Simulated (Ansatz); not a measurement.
SnGe15, 64 atoms, a = 11.46 Å, b = 11.46 Å, c = 11.46 Å, α = 90.01°, β = 90.00°, γ = 90.01°.

Space group P1.

Level of theory: Ansatz, DFT r2SCAN, scalar-relativistic, plane waves, PAW.

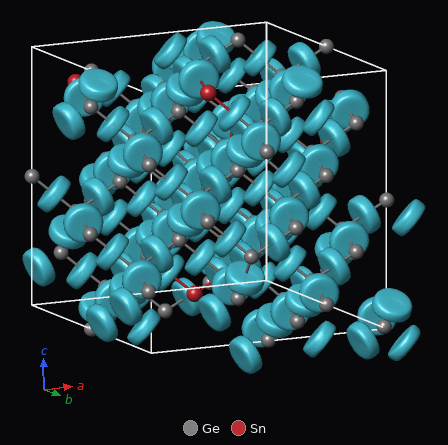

SnGe15. Isosurface of the electron localisation function at 0.55 (cyan), seen at an oblique angle. Only the valence region is drawn (cores and ρ < 0.01 e/Å³ removed). Sticks mark near contacts.

Core electrons are frozen (PAW), and the valence fields are smoothed inside the atomic spheres.

### Describe the localisation domains.

At this value the surface marks out 112 regions between bonded Ge–Ge atoms (shared pairs) and 16 regions between bonded Ge–Sn atoms (shared pairs), counted in one cell of 64 atoms. Regions shared between cells count once.

Values along the shortest contacts:
Ge–Ge (2.44 Å): the ELF peaks at about 0.80 between the atoms, as expected for a covalent bond. Sn–Ge (2.60 Å): the ELF peaks at about 0.75 between the atoms.
